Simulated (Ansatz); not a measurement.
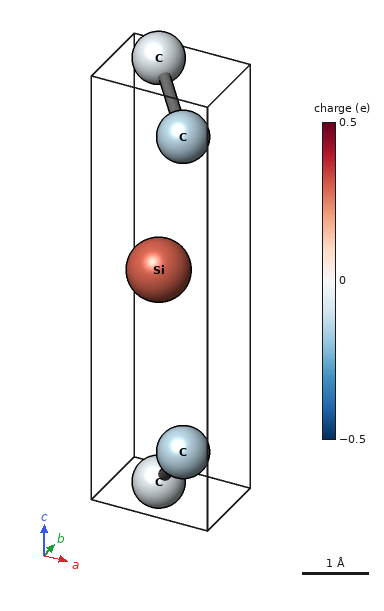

This ball-and-stick model is shown slightly off an axis. The simulation cell is outlined; an atom on or near a face, edge or corner is repeated at each equivalent position. The atoms of this SiC$_{3}$ cell are coloured by their Bader charge.

Level of theory and settings: DFT PBE, scalar-relativistic, plane waves, PAW (Ansatz), a cutoff energy of 420 eV, a 24×24×8 sampling of the Brillouin zone, Gaussian smearing of 0.1 eV, no spin polarisation.

> Interpret the colouring.

Most positive: Si; most negative: C. Charges: about Si +0.3 e; C -0.1 to 0.0 e. Little charge moves, as in a metallic or covalent solid.

Provenance: a structure type filled with these elements by a generator (whether the compound takes this form wasn't checked). Earlier steps of the study may have refined or changed the cell and positions. Ansatz was used for an electronic-structure calculation on it.
